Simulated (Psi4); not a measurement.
**CH4AlO2 (SMILES C[O][Al][OH]) at UMP2/aug-cc-pVDZ (density fitting with cc-pvtz-jkfit, density fitting for correlation, sweep point 4)**

What is the vertical ionisation energy of CH4AlO2 at UMP2/aug-cc-pVDZ (density fitting with cc-pvtz-jkfit, density fitting for correlation, sweep point 4)? Input form: a Python script.

The calculation is run with Psi4 1.11.

2 further runs of the same task are left out: 2 set aside as unsound or not needed. Runs told in other sessions of the task aren't counted.

## Step 1: Starting point

CH4AlO2: 8 atoms, total charge 0, spin state doublet. As SMILES, `C[O][Al][OH]`. The shape is that of a PBE0-D4/def2-TZVP optimisation. This is one conformer, not always the lowest.

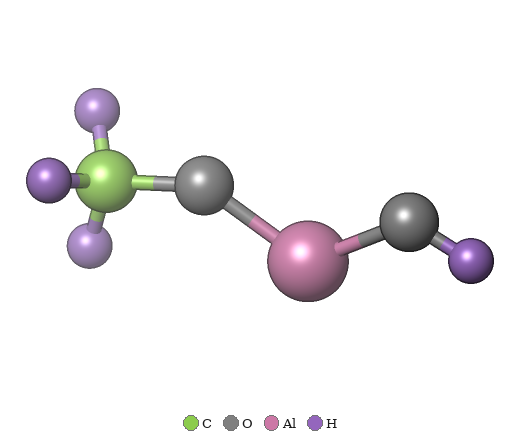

The structure, seen from a chosen angle (carbon green, oxygen grey, aluminium pink, hydrogen purple).

## Step 2: The energy at UMP2/aug-cc-pVDZ (density fitting with cc-pvtz-jkfit, density fitting for correlation, sweep point 4)

calc.py reads:

```python
import psi4

psi4.set_memory(1600000000)
psi4.set_num_threads(1)
psi4.core.set_output_file('run.log', False)

m = psi4.geometry("""
0 2
C      0.292700     1.365900    -0.669900
O     -0.035800     0.282500     0.144300
Al    -0.062600    -1.399600     0.093000
O     -0.601900    -2.191900     1.497900
H      0.661200     1.058300    -1.655900
H     -0.585400     2.002400    -0.820800
H      1.070000     1.971500    -0.192500
H     -0.646300    -3.146000     1.548200
symmetry c1
""")

psi4.set_options({
    'basis': 'aug-cc-pVDZ',
    'reference': 'uhf',
    'puream': True,
    'scf_type': 'df',
    'num_frozen_docc': 8,
    'df_basis_scf': 'cc-pvtz-jkfit',
    'maxiter': 100,
})

e, wfn = psi4.energy("mp2", return_wfn=True)
print(f'mp2 energy: {e:.10f} Eh')
for k, v in sorted(psi4.core.scalar_variables().items()):
    print(f'{k:45s} {v:18.10f}')
```

Started as:

```sh
$ python calc.py
```

run.log, shortened:

```text
[...]
  Running in c1 symmetry.
[...]
  Nuclear repulsion =  149.181418560019097
[...]
  Multiplicity = 2
[...]
  Nalpha       = 20
  Nbeta        = 19
[...]
    Number of basis functions: 132
[...]
   @DF-UHF iter   1:  -431.68361675762537   -1.07690e+00   5.53336e-03 DIIS/ADIIS
[...]
   @DF-UHF iter  14:  -431.93293047539942   -1.50635e-11   5.14185e-09 DIIS
[...]
   @S^2 Observed:                7.528387482E-01
[...]
    Orbital Energies [Eh]
    ---------------------
    Alpha Occupied:
       1A    -58.502537     2A    -20.549591     3A    -20.541586
       4A    -11.278611     5A     -4.915518     6A     -3.230835
       7A     -3.227845     8A     -3.226187     9A     -1.331952
      10A     -1.311208    11A     -0.916074    12A     -0.687957
      13A     -0.645684    14A     -0.614509    15A     -0.605418
      16A     -0.544255    17A     -0.497595    18A     -0.461777
      19A     -0.439110    20A     -0.318318
    Alpha Virtual:
      21A      0.027378    22A      0.028215    23A      0.037095
      24A      0.042586    25A      0.069837    26A      0.070800
[...]
  @DF-UHF Final Energy:  -431.93293047539942
   => Energetics <=
    Nuclear Repulsion Energy =            149.1814185600190967
    One-Electron Energy =                -894.9772517073527069
    Two-Electron Energy =                 313.8629026719341937
    Total Energy =                       -431.9329304753994165
  UHF NO Occupations:
  HONO-2 :   18  A 1.9996621
  HONO-1 :   19  A 1.9992351
  HONO-0 :   20  A 1.0000000
  LUNO+0 :   21  A 0.0007649
  LUNO+1 :   22  A 0.0003379
[...]
 Multipole Moments:
 ------------------------------------------------------------------------------------
     Multipole            Electronic (a.u.)      Nuclear  (a.u.)        Total (a.u.)
 ------------------------------------------------------------------------------------
 L = 1.  Multiply by 2.5417464519 to convert [e a0] to [Debye]
 Dipole X            :         -0.5679708            0.8205467            0.2525759
 Dipole Y            :         -5.3114850            4.9455392           -0.3659458
 Dipole Z            :          1.1557630           -1.8696356           -0.7138725
 Magnitude           :                                                    0.8410261
[...]
```

Standard output:

```text
mp2 energy: -432.5313554798 Eh
CURRENT CORRELATION ENERGY                         -0.5984250044
CURRENT ENERGY                                   -432.5313554798
CURRENT REFERENCE ENERGY                         -431.9329304754
CUSTOM SCS-MP2 CORRELATION ENERGY                  -0.5850833440
CUSTOM SCS-MP2 TOTAL ENERGY                      -432.5180138194
DD SOLVATION ENERGY                                 0.0000000000
HF KINETIC ENERGY                                 431.7126838303
HF POTENTIAL ENERGY                              -863.6456143057
HF TOTAL ENERGY                                  -431.9329304754
HF VIRIAL RATIO                                     2.0005101695
MP2 CORRELATION ENERGY                             -0.5984250044
MP2 DOUBLES ENERGY                                 -0.5984250044
MP2 OPPOSITE-SPIN CORRELATION ENERGY               -0.4449327029
MP2 SAME-SPIN CORRELATION ENERGY                   -0.1534923015
MP2 SINGLES ENERGY                                 -0.0000000000
MP2 TOTAL ENERGY                                 -432.5313554798
NUCLEAR REPULSION ENERGY                          149.1814185600
ONE-ELECTRON ENERGY                              -894.9772517074
PCM POLARIZATION ENERGY                             0.0000000000
PE ENERGY                                           0.0000000000
SCF ITERATION ENERGY                             -431.9329304754
SCF ITERATIONS                                     14.0000000000
SCF TOTAL ENERGY                                 -431.9329304754
SCS-MP2 CORRELATION ENERGY                         -0.5850833440
SCS-MP2 TOTAL ENERGY                             -432.5180138194
TWO-ELECTRON ENERGY                               313.8629026719
```

Run time: 6.9 s. Hardware: 1 thread of Intel Xeon Platinum 8375C at 2.90GHz (Ice Lake), shared host; peak memory 0.31 GiB.

## Step 3: The singlet cation

job.py reads:

```python
import psi4

psi4.set_memory(1600000000)
psi4.set_num_threads(1)
psi4.set_output_file('psi4.out', False)

mol = psi4.geometry("""
1 1
C      0.292700     1.365900    -0.669900
O     -0.035800     0.282500     0.144300
Al    -0.062600    -1.399600     0.093000
O     -0.601900    -2.191900     1.497900
H      0.661200     1.058300    -1.655900
H     -0.585400     2.002400    -0.820800
H      1.070000     1.971500    -0.192500
H     -0.646300    -3.146000     1.548200
units angstrom
symmetry c1
""")

options = {'basis': 'aug-cc-pVDZ', 'puream': True, 'scf_type': 'df', 'num_frozen_docc': 8, 'df_basis_scf': 'cc-pvtz-jkfit'}
psi4.set_options(options)

E = psi4.energy("mp2")
print(f'mp2 energy: {E:.10f} Eh')
```

Started as:

```sh
$ python job.py
```

psi4.out, shortened:

```text
[...]
  Running in c1 symmetry.
[...]
  Nuclear repulsion =  149.181418560019097
[...]
  Multiplicity = 1
[...]
  Nalpha       = 19
  Nbeta        = 19
[...]
    Number of basis functions: 132
[...]
   @DF-RHF iter   1:  -431.40727791457971   -8.00558e-01   5.26354e-03 DIIS/ADIIS
[...]
   @DF-RHF iter  13:  -431.63790715140613   -2.18279e-11   5.19897e-09 DIIS
[...]
    Orbital Energies [Eh]
    ---------------------
    Doubly Occupied:
       1A    -58.819745     2A    -20.789446     3A    -20.776075
       4A    -11.445356     5A     -5.223233     6A     -3.538538
       7A     -3.538359     8A     -3.535745     9A     -1.545240
      10A     -1.532589    11A     -1.095429    12A     -0.906887
      13A     -0.839366    14A     -0.802632    15A     -0.796360
      16A     -0.744634    17A     -0.724517    18A     -0.643859
      19A     -0.636041
[...]
  @DF-RHF Final Energy:  -431.63790715140613
   => Energetics <=
    Nuclear Repulsion Energy =            149.1814185600190967
    One-Electron Energy =                -885.7705476318692490
    Two-Electron Energy =                 304.9512219204440271
    Total Energy =                       -431.6379071514061252
[...]
 Multipole Moments:
 ------------------------------------------------------------------------------------
     Multipole            Electronic (a.u.)      Nuclear  (a.u.)        Total (a.u.)
 ------------------------------------------------------------------------------------
 L = 1.  Multiply by 2.5417464519 to convert [e a0] to [Debye]
 Dipole X            :         -0.2069020            0.8205467            0.6136446
 Dipole Y            :         -6.8089123            4.9455392           -1.8633732
 Dipole Z            :          0.0677220           -1.8696356           -1.8019135
 Magnitude           :                                                    2.6637589
[...]
```

The script printed:

```text
mp2 energy: -432.2435076255 Eh
```

Run time: 5.7 s. Hardware: 1 thread of Intel Xeon Platinum 8375C at 2.90GHz (Ice Lake), shared host; peak memory 0.31 GiB.

## Step 4: Outcome

Level: UMP2/aug-cc-pVDZ (density fitting with cc-pvtz-jkfit, density fitting for correlation, sweep point 4), 8 core orbitals frozen.

| quantity | value |
| --- | --- |
| doublet CH4AlO2: total energy | -432.53136 Eh |
| doublet CH4AlO2: HOMO energy (Hartree–Fock orbitals) (highest over α and β) | -8.66 eV |
| doublet CH4AlO2: LUMO energy (Hartree–Fock orbitals) (lowest over α and β) | 0.29 eV |
| doublet CH4AlO2: correlation energy (8 core orbitals frozen) | -598.4 mEh |
| doublet CH4AlO2: ⟨S²⟩ of the reference determinant | 0.753 |
| singlet cation: total energy | -432.24351 Eh |
| singlet cation: HOMO energy (Hartree–Fock orbitals) | -17.31 eV |
| singlet cation: LUMO energy (Hartree–Fock orbitals) | -7.35 eV |
| singlet cation: HOMO–LUMO gap (Hartree–Fock orbitals) | 9.95 eV |
| singlet cation: correlation energy (8 core orbitals frozen) | -605.6 mEh |
| vertical ionisation energy (to the singlet cation) | 7.833 eV |

Removing an electron at fixed nuclei costs 7.83 eV (756 kJ/mol).
